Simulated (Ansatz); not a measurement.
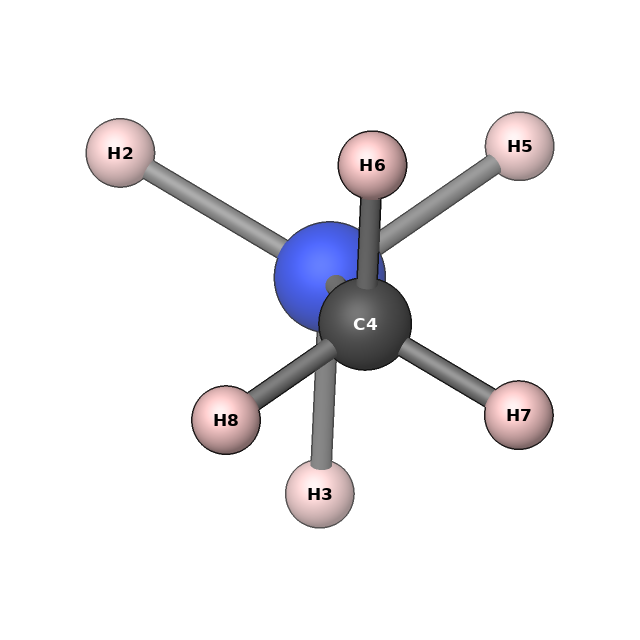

Si1 lies behind C4. The molecule seen nearly along the C4–Si1 bond, C4 in front. Atoms fade into the background with distance from the viewer. The geometry was computed by an optimisation with PBE0-D4/def2-TZVP.

> What is the torsion angle H6–C4–Si1–H2? The sign is positive where the front bond must turn clockwise to cover the back bond.

−60°, synclinal (gauche). The bonds about C4–Si1 are staggered.
